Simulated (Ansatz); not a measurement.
## Te, response to strain

Take Te (space group P3_121, No. 152; a = 4.624 Å, c = 5.904 Å; made of chains) as the base. Axes: x lies along a and z along c of the hexagonal cell.

Strains are applied to the cell and any free atomic positions relax.

Level of theory: r2SCAN, PAW, 500 eV (Ansatz, an electronic-structure program; without spin-orbit coupling), earlier PAW set.

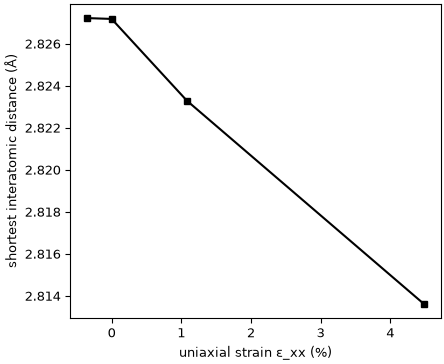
Figure. Shortest interatomic distance against uniaxial strain ε_xx

Task: From the plot, what is the shortest interatomic distance for uniaxial strain ε_xx = +1.08 %?

Result: About 2.823 Å.

Task: Is the trend monotonic over the range shown?

Result: Yes, it falls throughout, spanning 2.814 Å to 2.827 Å.

Whether these cells are dynamically stable was not tested. No dispersion term is included, though the crystal is made of layers, chains or molecules, so its spacings can come out too wide.
